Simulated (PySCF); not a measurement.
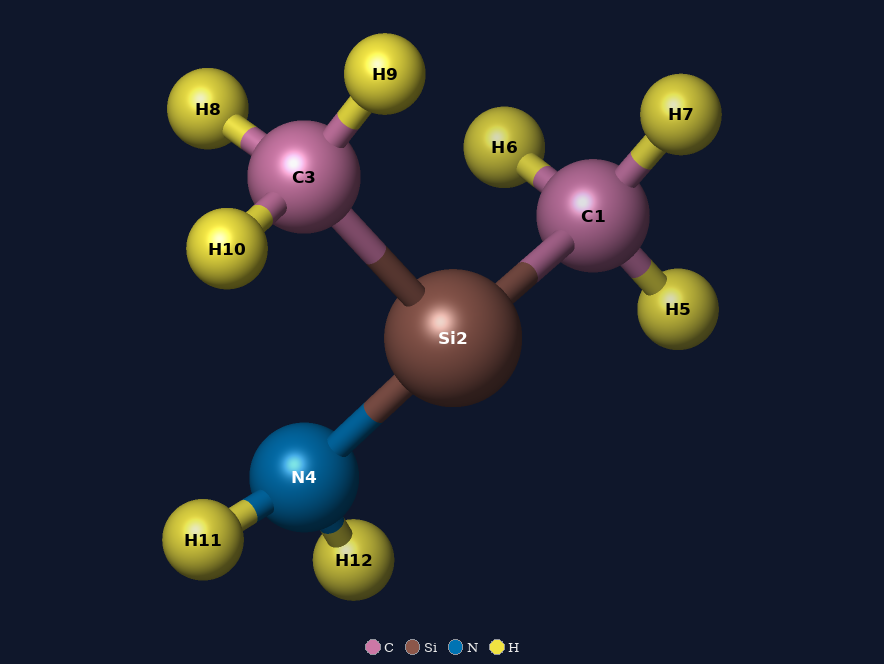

The species is neutral and a spin doublet. The computed structure is the end point of a GFN2-xTB optimisation. No frequency run is at hand to confirm it as a minimum. Level of theory: UKS B3LYP, pcH-1 on C H N Si, non-relativistic (PySCF 2.14.0). Fermi-contact and spin-dipolar terms alone, no spin-orbit part.

Question: Which nucleus has the largest dipolar (anisotropic) hyperfine coupling?

Answer: 29Si at Si2: principal values −139.3, 69.3, 70.0 MHz.

List the isotropic and dipolar parts for the most strongly coupled nuclei, one of each equivalent set.

| atom | isotope | a_iso (MHz) | dipolar part (MHz) |
| --- | --- | --- | --- |
| Si2 | 29Si | −510.5 | −139.3, 69.3, 70.0 |
| N4 | 14N | 5.1 | −8.2, −7.9, 16.2 |
| H11 | 1H | −10.0 | −10.2, −3.2, 13.3 |
| C1 | 13C | 65.3 | −6.1, −5.6, 11.7 |
| H5 | 1H | −0.6 | −4.9, −2.8, 7.7 |
| H7 | 1H | −4.1 | −4.8, −2.3, 7.2 |
| H6 | 1H | 40.1 | −4.3, −0.4, 4.8 |

The geometry is semi-empirical. Around Si such bond lengths and angles can be off by a tenth of an ångström or more and by several degrees, and values that hang on the shape move with them.
